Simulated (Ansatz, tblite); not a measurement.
**The cluster B13: rung by rung**

Aim: run the doublet of the cluster B13 at one geometry on many levels, and compare frontier levels, spin and run time.

The runs use Ansatz 0.2.0, Gaussian basis; as each input shows.

The runs, in order: GFN1-xTB, GFN2-xTB, PBE-D4/def2-TZVP, r2SCAN-D4/def2-TZVP, HF/def2-TZVP, ωB97X-V/def2-TZVP, PBE-D4/def2-SVP, PBE0-D4/def2-SVP, HF/6-31G, B3LYP-D4/6-31G, MP2/def2-SVP.

2 further runs of the same task are left out: 2 set aside as unsound or not needed.

## (1) The structure

The geometry is that of the doublet, from an earlier relaxation (PBE-D4/def2-SVP). At that level it is the lowest of the isomers that a small search found.

13 atoms, charge 0, spin multiplicity 2.

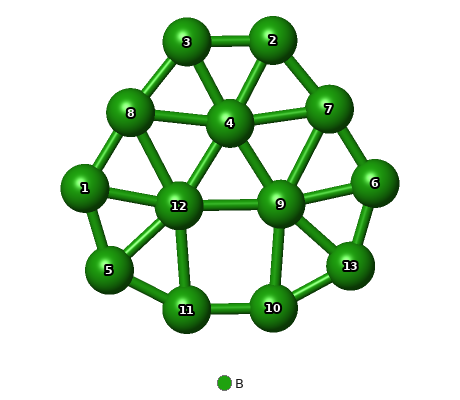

The structure; boron green; atoms are numbered from 1 in the order of the file.

PBE0-D4/def2-TZVP was run before; its log isn't repeated, and its numbers join the tables.

## (2) GFN1-xTB

Tight binding, by tblite at 300 K electronic temperature and without a spin-polarisation term:

```python
tblite.interface.Calculator('GFN1-xTB', numbers, positions, charge=0, uhf=1).singlepoint()
```

Energy -491.5451 eV; 0.01 s.

## (3) GFN2-xTB

Tight binding, by tblite at 300 K electronic temperature and without a spin-polarisation term:

```python
tblite.interface.Calculator('GFN2-xTB', numbers, positions, charge=0, uhf=1).singlepoint()
```

Energy -421.2190 eV; 0.014 s.

## (4) PBE-D4/def2-TZVP

start.molden holds the orbitals of an earlier run on this state, given as this run's starting guess.

File in.yaml:

```yaml
crystal:
  periodic: [false, false, false]
  atoms:
    - {symbol: B, position_ang: [-1.931115, 1.765051, 0.036541]}
    - {symbol: B, position_ang: [2.325302, 1.286770, 0.116341]}
    - {symbol: B, position_ang: [1.213507, 2.363398, 0.141482]}
    - {symbol: B, position_ang: [0.735904, 0.759032, 0.057237]}
    - {symbol: B, position_ang: [-2.649021, 0.389706, -0.052790]}
    - {symbol: B, position_ang: [1.825891, -1.870420, -0.035546]}
    - {symbol: B, position_ang: [2.180063, -0.325096, 0.043316]}
    - {symbol: B, position_ang: [-0.395420, 2.165591, 0.094361]}
    - {symbol: B, position_ang: [0.366628, -0.939531, -0.031847]}
    - {symbol: B, position_ang: [-1.036508, -2.193652, -0.137279]}
    - {symbol: B, position_ang: [-2.159169, -1.106285, -0.115536]}
    - {symbol: B, position_ang: [-0.950971, 0.339514, -0.003963]}
    - {symbol: B, position_ang: [0.474898, -2.634077, -0.112317]}
basis:
  gaussian: {orbitals: def2-TZVP, initial_orbitals: start.molden}
magnetization: {spin_polarized: true, initial_magnetization: 1}
hamiltonian: {xc: pbe, dispersion: d4}
scf: {omitted_lower_state_checks: [starts]}
output: {orbitals: {seedname: orbitals}}
```

Run with:

```console
$ ansatz run in.yaml --threads 4 --pin off --events-out ev --progress --plain --max-ram 6963MiB
```

Log:

```text
Functional definition: PBE
  name "PBE"
  cite "Perdew, Burke & Ernzerhof, Phys. Rev. Lett. 77, 3865 (1996) doi:10.1103/PhysRevLett.77.3865"
  parent pbe
  parameter kappa = 0.804
  parameter beta = 0.06672455060314922
  exchange = pbe_x(kappa = kappa, mu = beta*pi^2/3)
  correlation = pbe_c(beta = beta)
these checks for a lower state are left out or cut short: starts
2197 factors; their error is unknown
mean field evaluation 1: about -8772.8751 eV, gradient 7.4e0 eV
mean field evaluation 2: about -8773.0489 eV, gradient 2.0e-1 eV
mean field evaluation 4: about -8773.0133 eV, gradient 4.5e-3 eV
mean field evaluation 8: about -8773.0132 eV, gradient 2.3e-5 eV
mean field -8773.01324588 eV, -322.4022902242 hartree, gradient 9.7e-6 eV, S^2 0.756248; 0 other end points of the search recorded, 0 dependent functions left out
reference -8773.01329449 eV, -322.4022920107 hartree; 33, 32 occupied and 370, 371 virtual orbitals, 2197 factors
Total energy: -8773.63393966 eV, -322.4251002997 hartree
Checks for a lower state left out: starts
```

It took 20 s on 4 threads of Arm Neoverse V1, shared host; peak memory 1.1 GiB.

HOMO -5.12 eV, LUMO -4.77 eV (over both spins); ⟨S²⟩ 0.756 (pure: 0.75).

## (5) r2SCAN-D4/def2-TZVP

in.yaml: that of step 4 with these lines changed.

```diff
@@ -19,4 +19,4 @@
 magnetization: {spin_polarized: true, initial_magnetization: 1}
-hamiltonian: {xc: pbe, dispersion: d4}
+hamiltonian: {xc: r2scan, dispersion: d4}
 scf: {omitted_lower_state_checks: [starts]}
-output: {orbitals: {seedname: orbitals}}
+output: {forces: true, orbitals: {seedname: orbitals}}
```

Same command.

Log, cut to the lines that bear on the results:

```text
Functional definition: r2SCAN
  name "r2SCAN"
  cite "Furness, Kaplan, Ning, Perdew & Sun, J. Phys. Chem. Lett. 11, 8208 (2020) doi:10.1021/acs.jpclett.0c02405"
  cite "Furness, Kaplan, Ning, Perdew & Sun, J. Phys. Chem. Lett. 11, 9248 (2020) doi:10.1021/acs.jpclett.0c03077"
  parent r2scan
[...]
2197 factors; their error is unknown
[...]
mean field -8781.16194537 eV, -322.7017494069 hartree, gradient 1.6e-5 eV, S^2 0.770094; 0 other end points of the search recorded, 0 dependent functions left out
[...]
reference -8781.16196874 eV, -322.7017502658 hartree; 33, 32 occupied and 370, 371 virtual orbitals, 2197 factors
Total energy: -8781.31329813 eV, -322.7073115183 hartree
Atom 0 at    -1.931115     1.765051     0.036541 Å, force     0.273179    -0.527745    -0.018770 eV/Å
Atom 1 at     2.325302     1.286770     0.116341 Å, force    -0.682186    -0.034295    -0.006516 eV/Å
[...]
Atom 4 at    -2.649021     0.389706    -0.052790 Å, force     0.623293     0.063830     0.022174 eV/Å
Atom 5 at     1.825891    -1.870420    -0.035546 Å, force    -0.526804     0.236497    -0.004804 eV/Å
Atom 6 at     2.180063    -0.325096     0.043316 Å, force    -0.131820    -0.057314    -0.013446 eV/Å
Atom 7 at    -0.395420     2.165591     0.094361 Å, force    -0.038568    -0.124030    -0.005409 eV/Å
Atom 8 at     0.366628    -0.939531    -0.031847 Å, force     0.142895    -0.063600    -0.001884 eV/Å
Atom 9 at    -1.036508    -2.193652    -0.137279 Å, force     0.040062     0.251976     0.019503 eV/Å
Atom 10 at    -2.159169    -1.106285    -0.115536 Å, force     0.252340     0.067297     0.015669 eV/Å
Atom 11 at    -0.950971     0.339514    -0.003963 Å, force    -0.074060     0.135359    -0.012452 eV/Å
Atom 12 at     0.474898    -2.634077    -0.112317 Å, force     0.053084     0.626827     0.030905 eV/Å
Dipole moment:    -0.032778    -0.033767    -0.000082 e Å
Checks for a lower state left out: starts
```

Wall time 39 s (4 threads of Arm Neoverse V1, shared host); peak memory 1.2 GiB.

From the report: HOMO -5.29 eV, LUMO -4.67 eV (over both spins); ⟨S²⟩ 0.770 (pure: 0.75).

## (6) HF/def2-TZVP

in.yaml: that of step 5 with these lines changed.

```diff
@@ -19,4 +19,4 @@
 magnetization: {spin_polarized: true, initial_magnetization: 1}
-hamiltonian: {xc: r2scan, dispersion: d4}
+hamiltonian: {xc: hf}
 scf: {omitted_lower_state_checks: [starts]}
-output: {forces: true, orbitals: {seedname: orbitals}}
+output: {orbitals: {seedname: orbitals}}
```

Same command.

Log:

```text
Functional definition: HF
  name "HF"
  cite "Fock, Z. Phys. 61, 126 (1930) doi:10.1007/BF01340294"
  parent pbe
  exchange = exact_x
  correlation = 0
these checks for a lower state are left out or cut short: starts
2925 factors; their error is unknown
mean field evaluation 1: about -8722.2986 eV, gradient 2.1e1 eV
mean field evaluation 2: about -8723.6446 eV, gradient 1.3e0 eV
mean field evaluation 4: about -8723.7056 eV, gradient 4.8e-3 eV
mean field evaluation 8: about -8723.8311 eV, gradient 2.5e-5 eV
mean field -8723.83106630 eV, -320.5948784615 hartree, gradient 6.6e-6 eV, S^2 0.881856; 0 other end points of the search recorded, 0 dependent functions left out
reference -8723.83106630 eV, -320.5948784615 hartree; 33, 32 occupied and 370, 371 virtual orbitals, 2925 factors
Total energy: -8723.83106630 eV, -320.5948784615 hartree
Checks for a lower state left out: starts
```

Wall time 3.2 min (4 threads of Arm Neoverse V1, shared host); peak memory 2.1 GiB.

Report: HOMO -7.17 eV, LUMO -0.85 eV (over both spins); ⟨S²⟩ 0.882 (pure: 0.75).

## (7) ωB97X-V/def2-TZVP

in.yaml: that of step 6 with these lines changed.

```diff
@@ -19,3 +19,3 @@
 magnetization: {spin_polarized: true, initial_magnetization: 1}
-hamiltonian: {xc: hf}
+hamiltonian: {xc: {name: wB97X-V}}
 scf: {omitted_lower_state_checks: [starts]}
```

The command is unchanged.

Log, cut to the lines that bear on the results:

```text
Functional definition: wB97X-V
  name "wB97X-V"
  cite "Mardirossian & Head-Gordon, Phys. Chem. Chem. Phys. 16, 9904 (2014) doi:10.1039/C3CP54374A"
  cite "Becke, J. Chem. Phys. 107, 8554 (1997) doi:10.1063/1.475007"
  cite "Vydrov & Van Voorhis, J. Chem. Phys. 133, 244103 (2010) doi:10.1063/1.3521275"
[...]
      + integral(e_c_pw_opposite_spin*poly(b97_u_opposite, cos0, cos1)) + vv10(b, c)
[...]
2197 factors; their error is unknown
592 factors; integrals over basis functions are off by at most 7.0e-6 eV
[...]
mean field -8783.18759382 eV, -322.7761906144 hartree, gradient 4.6e-6 eV, S^2 0.781314; 0 other end points of the search recorded, 0 dependent functions left out
reference -8783.18759162 eV, -322.7761905338 hartree; 33, 32 occupied and 370, 371 virtual orbitals, 2197 factors
Total energy: -8783.18759162 eV, -322.7761905338 hartree
Checks for a lower state left out: starts
```

It took 3.9 min on 4 threads of Arm Neoverse V1, shared host; peak memory 3.1 GiB.

Report: HOMO -7.45 eV, LUMO -2.18 eV (over both spins); ⟨S²⟩ 0.781 (pure: 0.75).

## (8) PBE-D4/def2-SVP

in.yaml: that of step 7 with these lines changed.

```diff
@@ -17,5 +17,5 @@
 basis:
-  gaussian: {orbitals: def2-TZVP, initial_orbitals: start.molden}
+  gaussian: {orbitals: def2-SVP, initial_orbitals: start.molden}
 magnetization: {spin_polarized: true, initial_magnetization: 1}
-hamiltonian: {xc: {name: wB97X-V}}
+hamiltonian: {xc: pbe, dispersion: d4}
 scf: {omitted_lower_state_checks: [starts]}
```

The command is unchanged.

Log:

```text
Functional definition: PBE
  name "PBE"
  cite "Perdew, Burke & Ernzerhof, Phys. Rev. Lett. 77, 3865 (1996) doi:10.1103/PhysRevLett.77.3865"
  parent pbe
  parameter kappa = 0.804
  parameter beta = 0.06672455060314922
  exchange = pbe_x(kappa = kappa, mu = beta*pi^2/3)
  correlation = pbe_c(beta = beta)
these checks for a lower state are left out or cut short: starts
2002 factors; their error is unknown
mean field evaluation 1: about -8764.0598 eV, gradient 5.0e0 eV
mean field evaluation 2: about -8764.2532 eV, gradient 2.1e-1 eV
mean field evaluation 4: about -8764.1772 eV, gradient 1.7e-3 eV
mean field evaluation 8: about -8764.1772 eV, gradient 2.0e-5 eV
mean field -8764.17720729 eV, -322.0775717951 hartree, gradient 1.0e-5 eV, S^2 0.755799; 0 other end points of the search recorded, 0 dependent functions left out
reference -8764.17724617 eV, -322.0775732239 hartree; 33, 32 occupied and 149, 150 virtual orbitals, 2002 factors
Total energy: -8764.79789133 eV, -322.1003815129 hartree
Checks for a lower state left out: starts
```

Wall time 6 s (4 threads of Arm Neoverse V1, shared host).

HOMO -5.12 eV, LUMO -4.79 eV (over both spins); ⟨S²⟩ 0.756 (pure: 0.75).

## (9) PBE0-D4/def2-SVP

in.yaml: that of step 8 with these lines changed.

```diff
@@ -19,3 +19,3 @@
 magnetization: {spin_polarized: true, initial_magnetization: 1}
-hamiltonian: {xc: pbe, dispersion: d4}
+hamiltonian: {xc: pbe0, dispersion: d4}
 scf: {omitted_lower_state_checks: [starts]}
```

The command is unchanged.

Log:

```text
Functional definition: PBE0
  name "PBE0"
  cite "Adamo & Barone, J. Chem. Phys. 110, 6158 (1999) doi:10.1063/1.478522"
  cite "Perdew, Burke & Ernzerhof, Phys. Rev. Lett. 77, 3865 (1996) doi:10.1103/PhysRevLett.77.3865"
  parent pbe
  parameter a = 0.25
  parameter kappa = 0.804
  parameter beta = 0.06672455060314922
  exchange = (1 - a)*pbe_x(kappa = kappa, mu = beta*pi^2/3) + a*exact_x
  correlation = pbe_c(beta = beta)
these checks for a lower state are left out or cut short: starts
2002 factors; their error is unknown
mean field evaluation 1: about -8765.2969 eV, gradient 3.3e0 eV
mean field evaluation 2: about -8765.3752 eV, gradient 6.2e-2 eV
mean field evaluation 4: about -8765.3546 eV, gradient 1.9e-4 eV
mean field evaluation 8: about -8765.3546 eV, gradient 2.7e-5 eV
mean field -8765.35458894 eV, -322.1208397727 hartree, gradient 1.6e-5 eV, S^2 0.765729; 0 other end points of the search recorded, 0 dependent functions left out
reference -8765.35461846 eV, -322.1208408578 hartree; 33, 32 occupied and 149, 150 virtual orbitals, 2002 factors
Total energy: -8765.88900868 eV, -322.1404793361 hartree
Checks for a lower state left out: starts
```

Run time: 11 s. Hardware: 4 threads of Arm Neoverse V1, shared host; peak memory 0.85 GiB.

From the report: HOMO -5.81 eV, LUMO -4.12 eV (over both spins); ⟨S²⟩ 0.766 (pure: 0.75).

## (10) HF/6-31G

in.yaml: that of step 9 with these lines changed.

```diff
@@ -17,5 +17,5 @@
 basis:
-  gaussian: {orbitals: def2-SVP, initial_orbitals: start.molden}
+  gaussian: {orbitals: 6-31G}
 magnetization: {spin_polarized: true, initial_magnetization: 1}
-hamiltonian: {xc: pbe0, dispersion: d4}
+hamiltonian: {xc: hf}
 scf: {omitted_lower_state_checks: [starts]}
```

Same command.

Log:

```text
Functional definition: HF
  name "HF"
  cite "Fock, Z. Phys. 61, 126 (1930) doi:10.1007/BF01340294"
  parent pbe
  exchange = exact_x
  correlation = 0
these checks for a lower state are left out or cut short: starts
1638 factors; integrals over basis functions are off by at most 1.2e-4 eV
mean field evaluation 1: about -8711.6148 eV, gradient 2.1e1 eV
mean field evaluation 2: about -8711.6458 eV, gradient 2.1e1 eV
mean field evaluation 4: about -8717.0200 eV, gradient 5.6e0 eV
mean field evaluation 8: about -8717.2980 eV, gradient 2.5e-1 eV
mean field evaluation 16: about -8717.3039 eV, gradient 2.7e-5 eV
mean field -8717.30394218 eV, -320.3550110744 hartree, gradient 8.6e-6 eV, S^2 0.867197; 0 other end points of the search recorded, 0 dependent functions left out
reference -8717.30394218 eV, -320.3550110744 hartree; 33, 32 occupied and 84, 85 virtual orbitals, 1638 factors
Total energy: -8717.30394218 eV, -320.3550110744 hartree
Checks for a lower state left out: starts
```

It took 3.5 s on 4 threads of Arm Neoverse V1, shared host.

Report: HOMO -6.84 eV, LUMO -0.65 eV (over both spins); ⟨S²⟩ 0.867 (pure: 0.75).

## (11) B3LYP-D4/6-31G

in.yaml: that of step 10 with these lines changed.

```diff
@@ -19,3 +19,3 @@
 magnetization: {spin_polarized: true, initial_magnetization: 1}
-hamiltonian: {xc: hf}
+hamiltonian: {xc: {name: B3LYP}, dispersion: d4}
 scf: {omitted_lower_state_checks: [starts]}
```

Launched as before.

Log, cut to the lines that bear on the results:

```text
Functional definition: B3LYP
  name "B3LYP"
  cite "Stephens, Devlin, Chabalowski & Frisch, J. Phys. Chem. 98, 11623 (1994) doi:10.1021/j100096a001"
  cite "Becke, Phys. Rev. A 38, 3098 (1988) doi:10.1103/PhysRevA.38.3098"
  cite "Lee, Yang & Parr, Phys. Rev. B 37, 785 (1988) doi:10.1103/PhysRevB.37.785"
  cite "Vosko, Wilk & Nusair, Can. J. Phys. 58, 1200 (1980) doi:10.1139/p80-159"
[...]
1638 factors; integrals over basis functions are off by at most 1.2e-4 eV
[...]
mean field -8780.91843187 eV, -322.6928004509 hartree, gradient 1.6e-5 eV, S^2 0.760226; 0 other end points of the search recorded, 0 dependent functions left out
reference -8780.91874565 eV, -322.6928119821 hartree; 33, 32 occupied and 84, 85 virtual orbitals, 1638 factors
Total energy: -8781.93444296 eV, -322.7301381697 hartree
Checks for a lower state left out: starts
```

Run time: 5.5 s. Hardware: 4 threads of Arm Neoverse V1, shared host.

From the report: HOMO -5.20 eV, LUMO -3.82 eV (over both spins); ⟨S²⟩ 0.760 (pure: 0.75).

## (12) MP2/def2-SVP

in.yaml: that of step 11 with these lines changed.

```diff
@@ -17,5 +17,5 @@
 basis:
-  gaussian: {orbitals: 6-31G}
+  gaussian: {orbitals: def2-SVP, initial_orbitals: start.molden}
 magnetization: {spin_polarized: true, initial_magnetization: 1}
-hamiltonian: {xc: {name: B3LYP}, dispersion: d4}
+correlation: {method: mp2}
 scf: {omitted_lower_state_checks: [starts]}
```

Launched as before.

Log:

```text
Functional definition: HF
  name "HF"
  cite "Fock, Z. Phys. 61, 126 (1930) doi:10.1007/BF01340294"
  parent pbe
  exchange = exact_x
  correlation = 0
these checks for a lower state are left out or cut short: starts
1872 factors; integrals over basis functions are off by at most 1.1e-3 eV
mean field evaluation 1: about -8711.5899 eV, gradient 1.6e1 eV
mean field evaluation 2: about -8712.9949 eV, gradient 1.2e0 eV
mean field evaluation 4: about -8714.6969 eV, gradient 2.6e0 eV
mean field evaluation 8: about -8714.7469 eV, gradient 2.3e-3 eV
mean field -8714.74694993 eV, -320.2610433423 hartree, gradient 2.4e-6 eV, S^2 0.864436; 0 other end points of the search recorded, 0 dependent functions left out
13 core orbitals not correlated: weight in the atoms' cores, before any rotation towards them, 1.000 or more for the frozen orbitals, at most 0.000 for the correlated occupied ones
reference -8714.74694993 eV, -320.2610433423 hartree; 20, 19 occupied and 149, 150 virtual orbitals, 1872 factors
second order -29.76795119 eV of doubles, -0.00000000 eV of singles
Total energy: -8744.51490112 eV, -321.3549953710 hartree
Checks for a lower state left out: starts
```

Run time: 7 s. Hardware: 4 threads of Arm Neoverse V1, shared host.

Report: Hartree-Fock HOMO -7.18 eV, LUMO -0.93 eV (over both spins); ⟨S²⟩ 0.864 (pure: 0.75).

## (13) Comparison

```csv
level,functions,HOMO (eV),LUMO (eV),gap (eV),⟨S²⟩,time
HF/6-31G,117,-6.84,-0.65,6.18,0.867,3.5 s
HF/def2-TZVP,403,-7.17,-0.85,6.33,0.882,3.2 min
PBE-D4/def2-SVP,182,-5.12,-4.79,0.33,0.756,6 s
PBE-D4/def2-TZVP,403,-5.12,-4.77,0.34,0.756,20 s
r2SCAN-D4/def2-TZVP,403,-5.29,-4.67,0.62,0.770,39 s
B3LYP-D4/6-31G,117,-5.20,-3.82,1.38,0.760,5.5 s
PBE0-D4/def2-SVP,182,-5.81,-4.12,1.69,0.766,11 s
PBE0-D4/def2-TZVP,403,-5.79,-4.08,1.71,0.767,53 s
ωB97X-V/def2-TZVP,403,-7.45,-2.18,5.27,0.781,3.9 min
```

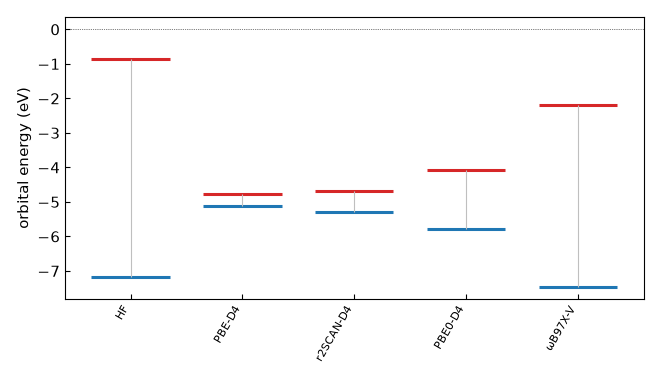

Highest filled (blue) and lowest empty (red) level in def2-TZVP, over both spins.

Energy pieces by basis (eV):

```csv
basis,HF,MP2 correlation,total
def2-SVP,-8714.7469,-29.7680,-8744.5149 (MP2)
```

## (14) Binding energy

Free atoms were run apart at each level; binding is atoms less cluster, divided by the number of atoms, without zero-point or spin-orbit terms.

```csv
level,binding an atom (eV)
HF/6-31G,3.353
HF/def2-SVP,3.671
HF/def2-TZVP,3.505
PBE-D4/def2-SVP,5.318
PBE-D4/def2-TZVP,5.220
r2SCAN-D4/def2-TZVP,5.086
B3LYP-D4/6-31G,4.696
PBE0-D4/def2-SVP,5.190
PBE0-D4/def2-TZVP,5.077
ωB97X-V/def2-TZVP,4.766
MP2/def2-SVP,4.985
```

## (15) Results

| quantity | value |
| --- | --- |
| gap in def2-TZVP, named functionals and Hartree-Fock, smallest and largest | 0.34 eV (PBE-D4), 6.33 eV (HF) |
| correlation energy, MP2/def2-SVP | -29.77 eV |
| binding an atom, functionals in def2-TZVP | 4.77 (ωB97X-V) to 5.22 eV (PBE-D4) |
| ⟨S²⟩ in def2-TZVP, named functionals and Hartree-Fock, smallest and largest | 0.756, 0.882 |
| PBE0 total energy, smallest basis above largest | 8.78 eV (def2-SVP, def2-TZVP) |

In words: Over the named functionals and Hartree-Fock in def2-TZVP the gap runs from 0.34 eV (PBE-D4) to 6.33 eV (HF); exact exchange widens it. Over the named functionals and Hartree-Fock in def2-TZVP spin contamination reaches 0.13 (HF).

The slowest run with a step of its own, ωB97X-V/def2-TZVP, took 3.9 min; the quickest functional in def2-TZVP took 20 s (shared host).
